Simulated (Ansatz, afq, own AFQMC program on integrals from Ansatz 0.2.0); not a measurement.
# SiH₃+ (triplet): AFQMC on the coupled-cluster ladder at scale of all distances = 1.304, cc-pVDZ, part 1 of 2

How near does AFQMC come to the top of the ladder for SiH₃+ (triplet)?

Program: Ansatz 0.2.0, Gaussian basis, and an in-house AFQMC program (afq) on its integrals; all values are calculated. Level of theory: cc-pVDZ, frozen cores. These are calculated values, not measurements.

Plan: Full CI; PBE (unrestricted); r2SCAN (unrestricted); PBE0 (unrestricted); B3LYP (unrestricted); wB97M-V (unrestricted); B2PLYP (unrestricted); CCSD(T) on UHF; Full CI; Full CI (quintet); CCSDT(Q) on UHF; CCSDTQ on UHF; Phaseless AFQMC, CISD trial on UHF; Phaseless AFQMC, single-determinant trial on UHF.

4 further runs of the same task are left out: 4 that didn't finish.

## 1. The geometry

The geometry derives from a PBE0/def2-TZVP stationary point (not a proven minimum). All distances are scaled together.

4 atoms, charge 1, spin multiplicity 3.

Atoms are counted from 1 here; the program's logs count them from 0.

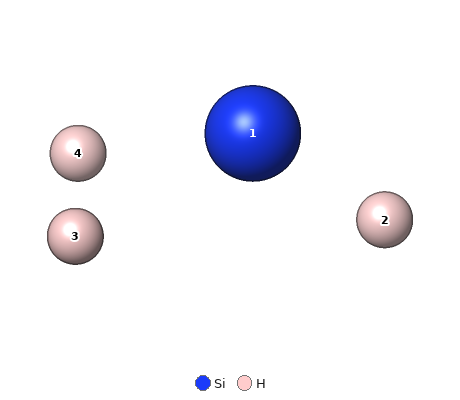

The structure; silicon blue, hydrogen pink; atoms are numbered from 1 in the order of the file.

## 2. Full CI

in.yaml

```yaml
crystal:
  periodic: [false, false, false]
  atoms:
    - {symbol: Si, position_ang: [0.000000, 0.088216, -0.102640]}
    - {symbol: H, position_ang: [0.000000, -1.598048, -1.073770]}
    - {symbol: H, position_ang: [0.572875, -0.430009, 1.966878]}
    - {symbol: H, position_ang: [-0.572875, -0.430009, 1.966878]}
basis:
  gaussian: {orbitals: cc-pVDZ}
total_charge: 1
magnetization: {spin_polarized: false, initial_magnetization: 2}
correlation: {method: fci, electrons: outside_noble_gas}
```

The run is started by

```sh
$ ansatz run in.yaml --threads 1 --pin off --events-out ev --progress --plain --max-ram 15360MiB --backend cuda --devices 0, --max-vram 18GiB
```

The log of the run:

```text
Functional definition: HF
  name "HF"
  cite "Fock, Z. Phys. 61, 126 (1930) doi:10.1007/BF01340294"
  parent pbe
  exchange = exact_x
  correlation = 0
612 factors; integrals over basis functions are off by at most 1.8e-7 eV
mean field evaluation 1: about -7895.1141 eV, gradient 6.0e0 eV
mean field evaluation 2: about -7895.1156 eV, gradient 6.0e0 eV
mean field evaluation 4: about -7895.7078 eV, gradient 6.9e-1 eV
mean field evaluation 8: about -7895.6214 eV, gradient 1.5e0 eV
mean field evaluation 16: about -7895.7393 eV, gradient 3.1e-3 eV
mean field evaluation 32: about -7895.7004 eV, gradient 2.8e-1 eV
mean field -7895.73928817 eV, -290.1630669159 hartree, gradient 2.6e-6 eV, S^2 2.000000; 2 other end points of the search recorded, 0 dependent functions left out
5 core orbitals not correlated: weight in the atoms' cores, before any rotation towards them, 1.000 or more for the frozen orbitals, at most 0.000 for the correlated occupied ones
reference -7895.73928817 eV, -290.1630669159 hartree; 4, 2 occupied and 24, 26 virtual orbitals, 612 factors
state -7899.08966498 eV, -290.2861909928 hartree
Total energy: -7899.08966498 eV, -290.2861909928 hartree
```

Run time: 16 s. Hardware: 1 × NVIDIA H100 80GB HBM3 with 1 thread of AMD EPYC 7R13 (Zen 3), shared host; peak host memory 1.6 GiB.

From the report: 5,365,800 determinants, symmetry A''.

## 3. PBE (unrestricted)

Edit in.yaml of step 2 so:

```diff
@@ -10,3 +10,4 @@
 total_charge: 1
-magnetization: {spin_polarized: false, initial_magnetization: 2}
-correlation: {method: fci, electrons: outside_noble_gas}
+magnetization: {spin_polarized: true, initial_magnetization: 2}
+hamiltonian: {xc: {name: PBE}}
+output: {orbitals: {seedname: orbitals}}
```

The run is started by

```sh
$ ansatz run in.yaml --threads 1 --pin off --events-out ev --progress --plain --max-ram 5120MiB --backend cpu
```

The log of the run:

```text
Functional definition: PBE
  name "PBE"
  cite "Perdew, Burke & Ernzerhof, Phys. Rev. Lett. 77, 3865 (1996) doi:10.1103/PhysRevLett.77.3865"
  parent pbe
  parameter kappa = 0.804
  parameter beta = 0.06672455060314922
  exchange = pbe_x(kappa = kappa, mu = beta*pi^2/3)
  correlation = pbe_c(beta = beta)
412 factors; their error is unknown
mean field evaluation 1: about -7907.3396 eV, gradient 6.6e0 eV
mean field evaluation 2: about -7907.3478 eV, gradient 6.2e0 eV
mean field evaluation 4: about -7907.8904 eV, gradient 4.0e-1 eV
mean field evaluation 8: about -7907.8773 eV, gradient 3.8e-2 eV
mean field evaluation 16: about -7906.0636 eV, gradient 2.7e0 eV
mean field -7907.87727407 eV, -290.6091296703 hartree, gradient 2.7e-5 eV, S^2 2.011252; 0 other end points of the search recorded, 0 dependent functions left out
reference -7907.87730396 eV, -290.6091307687 hartree; 9, 7 occupied and 24, 26 virtual orbitals, 412 factors
Total energy: -7907.87730396 eV, -290.6091307687 hartree
```

Run time: 0.46 s. Hardware: 1 thread of AMD EPYC 7R13 (Zen 3), shared host; peak memory 1.6 GiB.

From the report: ⟨S²⟩ of the determinant 2.011 (pure triplet: 2.00).

## 4. r2SCAN (unrestricted)

Edit in.yaml of step 3 so:

```diff
@@ -11,3 +11,2 @@
 magnetization: {spin_polarized: true, initial_magnetization: 2}
-hamiltonian: {xc: {name: PBE}}
-output: {orbitals: {seedname: orbitals}}
+hamiltonian: {xc: {name: r2SCAN}}
```

The command is unchanged.

The log of the run:

```text
Functional definition: r2SCAN
  name "r2SCAN"
  cite "Furness, Kaplan, Ning, Perdew & Sun, J. Phys. Chem. Lett. 11, 8208 (2020) doi:10.1021/acs.jpclett.0c02405"
  cite "Furness, Kaplan, Ning, Perdew & Sun, J. Phys. Chem. Lett. 11, 9248 (2020) doi:10.1021/acs.jpclett.0c03077"
  parent r2scan
  parameter k0 = 0.174
  parameter k1 = 0.065
  parameter a1 = 4.9479
  exchange = r2scan_x(k0 = k0, k1 = k1, a1 = a1)
  correlation = r2scan_c
412 factors; their error is unknown
mean field evaluation 1: about -7910.6318 eV, gradient 5.8e0 eV
mean field evaluation 2: about -7910.7898 eV, gradient 4.9e0 eV
mean field evaluation 4: about -7911.1235 eV, gradient 4.5e-1 eV
mean field evaluation 8: about -7911.1101 eV, gradient 1.3e-1 eV
mean field evaluation 16: about -7911.1103 eV, gradient 1.2e-5 eV
mean field -7911.11026882 eV, -290.7279400362 hartree, gradient 1.3e-5 eV, S^2 2.024413; 0 other end points of the search recorded, 0 dependent functions left out
reference -7911.11027900 eV, -290.7279404100 hartree; 9, 7 occupied and 24, 26 virtual orbitals, 412 factors
Total energy: -7911.11027900 eV, -290.7279404100 hartree
```

It took 0.97 s on 1 thread of AMD EPYC 7R13 (Zen 3), shared host; peak memory 1.6 GiB.

From the report: ⟨S²⟩ of the determinant 2.024 (pure triplet: 2.00).

## 5. PBE0 (unrestricted)

Edit in.yaml of step 4 so:

```diff
@@ -11,2 +11,3 @@
 magnetization: {spin_polarized: true, initial_magnetization: 2}
-hamiltonian: {xc: {name: r2SCAN}}
+hamiltonian: {xc: {name: PBE0}}
+output: {orbitals: {seedname: orbitals}}
```

Launched as before.

The log of the run:

```text
Functional definition: PBE0
  name "PBE0"
  cite "Adamo & Barone, J. Chem. Phys. 110, 6158 (1999) doi:10.1063/1.478522"
  cite "Perdew, Burke & Ernzerhof, Phys. Rev. Lett. 77, 3865 (1996) doi:10.1103/PhysRevLett.77.3865"
  parent pbe
  parameter a = 0.25
  parameter kappa = 0.804
  parameter beta = 0.06672455060314922
  exchange = (1 - a)*pbe_x(kappa = kappa, mu = beta*pi^2/3) + a*exact_x
  correlation = pbe_c(beta = beta)
318 factors; integrals over basis functions are off by at most 1.4e-3 eV
mean field evaluation 1: about -7908.0568 eV, gradient 5.1e0 eV
mean field evaluation 2: about -7908.3453 eV, gradient 2.9e0 eV
mean field evaluation 4: about -7908.4647 eV, gradient 3.2e-1 eV
mean field evaluation 8: about -7908.4663 eV, gradient 1.4e-2 eV
mean field evaluation 16: about -7908.4663 eV, gradient 6.2e-5 eV
mean field -7908.46629898 eV, -290.6307759365 hartree, gradient 6.2e-5 eV, S^2 2.019765; 0 other end points of the search recorded, 0 dependent functions left out
reference -7908.46632135 eV, -290.6307767585 hartree; 9, 7 occupied and 24, 26 virtual orbitals, 318 factors
Total energy: -7908.46632135 eV, -290.6307767585 hartree
```

It took 0.46 s on 1 thread of AMD EPYC 7R13 (Zen 3), shared host; peak memory 1.6 GiB.

From the report: ⟨S²⟩ of the determinant 2.020 (pure triplet: 2.00).

## 6. B3LYP (unrestricted)

Edit in.yaml of step 5 so:

```diff
@@ -11,3 +11,2 @@
 magnetization: {spin_polarized: true, initial_magnetization: 2}
-hamiltonian: {xc: {name: PBE0}}
-output: {orbitals: {seedname: orbitals}}
+hamiltonian: {xc: {name: B3LYP}}
```

The command is unchanged.

The log of the run, cut to the lines that bear on the results:

```text
Functional definition: B3LYP
  name "B3LYP"
  cite "Stephens, Devlin, Chabalowski & Frisch, J. Phys. Chem. 98, 11623 (1994) doi:10.1021/j100096a001"
  cite "Becke, Phys. Rev. A 38, 3098 (1988) doi:10.1103/PhysRevA.38.3098"
  cite "Lee, Yang & Parr, Phys. Rev. B 37, 785 (1988) doi:10.1103/PhysRevB.37.785"
  cite "Vosko, Wilk & Nusair, Can. J. Phys. 58, 1200 (1980) doi:10.1139/p80-159"
[...]
318 factors; integrals over basis functions are off by at most 1.4e-3 eV
[...]
mean field -7912.59068265 eV, -290.7823442409 hartree, gradient 2.8e-5 eV, S^2 2.014158; 0 other end points of the search recorded, 0 dependent functions left out
reference -7912.59086965 eV, -290.7823511127 hartree; 9, 7 occupied and 24, 26 virtual orbitals, 318 factors
Total energy: -7912.59086965 eV, -290.7823511127 hartree
```

It took 0.45 s on 1 thread of AMD EPYC 7R13 (Zen 3), shared host; peak memory 1.6 GiB.

From the report: ⟨S²⟩ of the determinant 2.014 (pure triplet: 2.00).

## 7. wB97M-V (unrestricted)

Edit in.yaml of step 6 so:

```diff
@@ -11,2 +11,3 @@
 magnetization: {spin_polarized: true, initial_magnetization: 2}
-hamiltonian: {xc: {name: B3LYP}}
+hamiltonian: {xc: {name: wB97M-V}}
+output: {orbitals: {seedname: orbitals}}
```

Same command.

The log of the run, cut to the lines that bear on the results:

```text
Functional definition: wB97M-V
  name "wB97M-V"
  cite "Mardirossian & Head-Gordon, J. Chem. Phys. 144, 214110 (2016) doi:10.1063/1.4952647"
  cite "Becke, J. Chem. Phys. 107, 8554 (1997) doi:10.1063/1.475007"
  cite "Vydrov & Van Voorhis, J. Chem. Phys. 133, 244103 (2010) doi:10.1063/1.3521275"
  # Of w^i u^j: cxij and so on, Table III.
[...]
  gx(w, u) = 1 - cx + cx01*u + cx10*w
  gss(w, u) = css00 + css04*u^4 + css10*w + css20*w^2 + css43*w^4*u^3
  gos(w, u) = cos00 + cos10*w + (cos20 + cos21*u)*w^2 + (cos60 + cos61*u)*w^6
[...]
      + integral(e_c_pw_mod_opposite_spin*gos(b97_w_opposite, b97_u_opposite)) + vv10(b, c)
318 factors; integrals over basis functions are off by at most 1.4e-3 eV
123 factors; integrals over basis functions are off by at most 1.3e-5 eV
[...]
mean field -7910.81043786 eV, -290.7169214514 hartree, gradient 7.1e-5 eV, S^2 2.013933; 0 other end points of the search recorded, 0 dependent functions left out
reference -7910.81046934 eV, -290.7169226081 hartree; 9, 7 occupied and 24, 26 virtual orbitals, 318 factors
Total energy: -7910.81046934 eV, -290.7169226081 hartree
```

Run time: 1.7 s. Hardware: 1 thread of AMD EPYC 7R13 (Zen 3), shared host; peak memory 1.6 GiB.

From the report: ⟨S²⟩ of the determinant 2.014 (pure triplet: 2.00).

## 8. B2PLYP (unrestricted)

Edit in.yaml of step 7 so:

```diff
@@ -11,3 +11,3 @@
 magnetization: {spin_polarized: true, initial_magnetization: 2}
-hamiltonian: {xc: {name: wB97M-V}}
-output: {orbitals: {seedname: orbitals}}
+hamiltonian: {xc: {name: B2PLYP}}
+correlation: {electrons: outside_noble_gas}
```

Same command.

The log of the run, cut to the lines that bear on the results:

```text
Functional definition: B2PLYP
  name "B2PLYP"
  cite "Grimme, J. Chem. Phys. 124, 034108 (2006) doi:10.1063/1.2148954"
  cite "Becke, Phys. Rev. A 38, 3098 (1988) doi:10.1103/PhysRevA.38.3098"
  cite "Lee, Yang & Parr, Phys. Rev. B 37, 785 (1988) doi:10.1103/PhysRevB.37.785"
[...]
318 factors; integrals over basis functions are off by at most 1.4e-3 eV
[...]
mean field -7907.50100768 eV, -290.5953021355 hartree, gradient 8.3e-6 eV, S^2 2.030030; 2 other end points of the search recorded, 0 dependent functions left out
5 core orbitals not correlated: weight in the atoms' cores, before any rotation towards them, 1.000 or more for the frozen orbitals, at most 0.000 for the correlated occupied ones
reference -7907.50112646 eV, -290.5953065007 hartree; 4, 2 occupied and 24, 26 virtual orbitals, 318 factors
second order -2.75755974 eV of doubles, -0.00000000 eV of singles
Total energy: -7908.24566759 eV, -290.6226678825 hartree
```

It took 0.63 s on 1 thread of AMD EPYC 7R13 (Zen 3), shared host; peak memory 1.6 GiB.

From the report: ⟨S²⟩ of the determinant 2.030 (pure triplet: 2.00).

## 9. CCSD(T) on UHF

Edit in.yaml of step 8 so:

```diff
@@ -11,3 +11,2 @@
 magnetization: {spin_polarized: true, initial_magnetization: 2}
-hamiltonian: {xc: {name: B2PLYP}}
-correlation: {electrons: outside_noble_gas}
+correlation: {method: ccsd_t, electrons: outside_noble_gas, hamiltonian_folder: ham}
```

The run is started by

```sh
$ ansatz run in.yaml --threads 1 --pin off --events-out ev --progress --plain --max-ram 15360MiB --backend cuda --devices 0, --max-vram 18GiB
```

The log of the run, cut to the lines that bear on the results:

```text
Functional definition: HF
  name "HF"
  cite "Fock, Z. Phys. 61, 126 (1930) doi:10.1007/BF01340294"
  parent pbe
[...]
318 factors; integrals over basis functions are off by at most 1.4e-3 eV
[...]
mean field -7896.07602495 eV, -290.1754417645 hartree, gradient 4.3e-6 eV, S^2 2.070163; 4 other end points of the search recorded, 0 dependent functions left out
determinant -7896.07602495 eV, -290.1754417645 hartree, with singles and doubles -7898.99131452 eV, -290.2825766801 hartree
determinant -7894.33675636 eV, -290.1115248226 hartree, with singles and doubles -7897.39534049 eV, -290.2239257162 hartree
determinant -7893.20214681 eV, -290.0698286906 hartree, with singles and doubles -7896.11699851 eV, -290.1769475150 hartree
5 core orbitals not correlated: weight in the atoms' cores, before any rotation towards them, 1.000 or more for the frozen orbitals, at most 0.000 for the correlated occupied ones
reference -7896.07602495 eV, -290.1754417645 hartree; 4, 2 occupied and 24, 26 virtual orbitals, 318 factors
second order -2.03081453 eV of doubles, -0.00000000 eV of singles
cycle   1  -2.91504698 eV  change    2.4e-4 eV  update   1.6e-3
[...]
cycle   9  -2.91591929 eV  change    3.1e-6 eV  update   1.1e-6
perturbative correction -0.06699346 eV, -0.0024619644 hartree
Total energy: -7899.05893771 eV, -290.2850617862 hartree
```

Wall time 9 s (1 × NVIDIA H100 80GB HBM3 with 1 thread of AMD EPYC 7R13 (Zen 3), shared host); peak host memory 1.6 GiB.

From the report: ⟨S²⟩ of the determinant 2.070 (pure triplet: 2.00); correlation -2.9829 eV; T1 0.030; largest double amplitude 0.08.

This run also writes the integrals to the folder ham.

## 10. Full CI

in.yaml

```yaml
hamiltonian:
  integrals:
    folder: ../ham
correlation: {method: fci}
```

Launched as before.

The log of the run:

```text
Functional definition: HF
  name "HF"
  cite "Fock, Z. Phys. 61, 126 (1930) doi:10.1007/BF01340294"
  parent pbe
  exchange = exact_x
  correlation = 0
reference -7896.07602495 eV, -290.1754417645 hartree; 4, 2 occupied and 24, 26 virtual orbitals, 318 factors
state -7899.08999303 eV, -290.2862030483 hartree
Total energy: -7899.08999303 eV, -290.2862030483 hartree
```

It took 17 s on 1 × NVIDIA H100 80GB HBM3 with 1 thread of AMD EPYC 7R13 (Zen 3), shared host; peak host memory 1.6 GiB.

From the report: 3,871,260 determinants.

## 11. Full CI (quintet)

in.yaml

```yaml
crystal:
  periodic: [false, false, false]
  atoms:
    - {symbol: Si, position_ang: [0.000000, 0.088216, -0.102640]}
    - {symbol: H, position_ang: [0.000000, -1.598048, -1.073770]}
    - {symbol: H, position_ang: [0.572875, -0.430009, 1.966878]}
    - {symbol: H, position_ang: [-0.572875, -0.430009, 1.966878]}
basis:
  gaussian: {orbitals: cc-pVDZ}
total_charge: 1
magnetization: {spin_polarized: false, initial_magnetization: 4}
correlation: {method: fci, electrons: outside_noble_gas}
```

Launched as before.

The log of the run, cut to the lines that bear on the results:

```text
Functional definition: HF
  name "HF"
  cite "Fock, Z. Phys. 61, 126 (1930) doi:10.1007/BF01340294"
  parent pbe
[...]
612 factors; integrals over basis functions are off by at most 1.7e-7 eV
[...]
mean field -7891.36188005 eV, -290.0022001346 hartree, gradient 2.0e-6 eV, S^2 6.000000; 4 other end points of the search recorded, 0 dependent functions left out
[...]
5 core orbitals not correlated: weight in the atoms' cores, before any rotation towards them, 1.000 or more for the frozen orbitals, at most 0.000 for the correlated occupied ones
reference -7891.36188005 eV, -290.0022001346 hartree; 5, 1 occupied and 23, 27 virtual orbitals, 612 factors
state -7893.66425770 eV, -290.0868109527 hartree
Total energy: -7893.66425770 eV, -290.0868109527 hartree
```

Run time: 23 s. Hardware: 1 × NVIDIA H100 80GB HBM3 with 1 thread of AMD EPYC 7R13 (Zen 3), shared host; peak host memory 1.6 GiB.

From the report: 1,376,496 determinants, symmetry A''.

## 12. CCSDT(Q) on UHF

Edit in.yaml of step 11 so:

```diff
@@ -10,3 +10,3 @@
 total_charge: 1
-magnetization: {spin_polarized: false, initial_magnetization: 4}
-correlation: {method: fci, electrons: outside_noble_gas}
+magnetization: {spin_polarized: true, initial_magnetization: 2}
+correlation: {method: ccsdt_q, electrons: outside_noble_gas}
```

Launched as before.

The log of the run, cut to the lines that bear on the results:

```text
Functional definition: HF
  name "HF"
  cite "Fock, Z. Phys. 61, 126 (1930) doi:10.1007/BF01340294"
  parent pbe
[...]
612 factors; integrals over basis functions are off by at most 1.8e-7 eV
[...]
mean field -7896.07603554 eV, -290.1754421534 hartree, gradient 4.9e-6 eV, S^2 2.070164; 4 other end points of the search recorded, 0 dependent functions left out
determinant -7896.07603554 eV, -290.1754421534 hartree, with singles and doubles -7898.99133781 eV, -290.2825775360 hartree
determinant -7894.33678117 eV, -290.1115257343 hartree, with singles and doubles -7897.39537023 eV, -290.2239268092 hartree
determinant -7893.20216790 eV, -290.0698294659 hartree, with singles and doubles -7896.11702868 eV, -290.1769486235 hartree
5 core orbitals not correlated: weight in the atoms' cores, before any rotation towards them, 1.000 or more for the frozen orbitals, at most 0.000 for the correlated occupied ones
reference -7896.07603554 eV, -290.1754421534 hartree; 4, 2 occupied and 24, 26 virtual orbitals, 612 factors
second order -2.03085022 eV of doubles, -0.00000000 eV of singles
cycle   1  -2.54550062 eV  change   -5.1e-1 eV  update   7.7e-2
[...]
cycle  19  -3.01099251 eV  change    5.4e-7 eV  update   2.7e-7
perturbative correction -0.00227993 eV, -0.0000837859 hartree
Total energy: -7899.08930798 eV, -290.2861778733 hartree
```

Wall time 12 s (1 × NVIDIA H100 80GB HBM3 with 1 thread of AMD EPYC 7R13 (Zen 3), shared host); peak host memory 1.6 GiB.

From the report: ⟨S²⟩ of the determinant 2.070 (pure triplet: 2.00); correlation -3.0133 eV; T1 0.032; largest double amplitude 0.09.

## 13. CCSDTQ on UHF

Edit in.yaml of step 12 so:

```diff
@@ -11,2 +11,2 @@
 magnetization: {spin_polarized: true, initial_magnetization: 2}
-correlation: {method: ccsdt_q, electrons: outside_noble_gas}
+correlation: {method: ccsdtq, electrons: outside_noble_gas}
```

The command is unchanged.

The log of the run, cut to the lines that bear on the results:

```text
Functional definition: HF
  name "HF"
  cite "Fock, Z. Phys. 61, 126 (1930) doi:10.1007/BF01340294"
  parent pbe
[...]
612 factors; integrals over basis functions are off by at most 1.8e-7 eV
[...]
mean field -7896.07603554 eV, -290.1754421534 hartree, gradient 4.9e-6 eV, S^2 2.070164; 4 other end points of the search recorded, 0 dependent functions left out
determinant -7896.07603554 eV, -290.1754421534 hartree, with singles and doubles -7898.99133781 eV, -290.2825775360 hartree
determinant -7894.33678117 eV, -290.1115257343 hartree, with singles and doubles -7897.39537023 eV, -290.2239268092 hartree
determinant -7893.20216790 eV, -290.0698294659 hartree, with singles and doubles -7896.11702868 eV, -290.1769486235 hartree
5 core orbitals not correlated: weight in the atoms' cores, before any rotation towards them, 1.000 or more for the frozen orbitals, at most 0.000 for the correlated occupied ones
reference -7896.07603554 eV, -290.1754421534 hartree; 4, 2 occupied and 24, 26 virtual orbitals, 612 factors
second order -2.03085022 eV of doubles, -0.00000000 eV of singles
cycle   1  -2.54550062 eV  change   -5.1e-1 eV  update   7.7e-2
[...]
cycle  20  -3.01392701 eV  change    4.8e-7 eV  update   2.8e-7
Total energy: -7899.08996255 eV, -290.2862019282 hartree
```

Wall time 18 s (1 × NVIDIA H100 80GB HBM3 with 1 thread of AMD EPYC 7R13 (Zen 3), shared host); peak host memory 1.6 GiB.

From the report: ⟨S²⟩ of the determinant 2.070 (pure triplet: 2.00); correlation -3.0139 eV; T1 0.032; largest double amplitude 0.09.

(Continued in part 2 of 2.)
